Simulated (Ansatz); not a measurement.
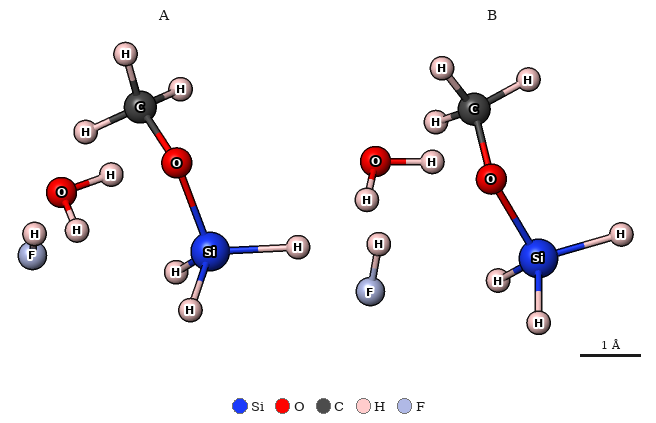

Two geometries of CH9FO2Si, drawn at one scale. One is the start of a relaxation, the other its converged end. The picture is a ball-and-stick view, seen from a free direction.

Method: RKS B3LYP-D4/def2-SVP (Ansatz 0.2.0). Set-up: no spin polarisation; force threshold 0.03 eV/Å; at most 50 steps.

Which of the two is the end point?

Structure A is the relaxed one. The run prepares an end point of a later path (reaction) calculation, from a guessed geometry. An H atom moves most after the best rigid fit: 0.88 Å. By element the largest moves are H 0.88 Å, F 0.70 Å, O 0.64 Å, Si 0.33 Å, C 0.11 Å. Some distances before and after: F–H 0.917 → 0.963 Å, O–Si 1.733 → 1.692 Å, H–O 0.971 → 0.986 Å, C–O 1.416 → 1.425 Å. Groups turn about O–Si by about 35°. Over 13 accepted moves (14 points after the start) the energy falls by 0.428 eV. Largest force component: 1.1 eV/Å at the start, 0.0094 eV/Å at the end. The line search rejected the trial step at point 4 of the run.
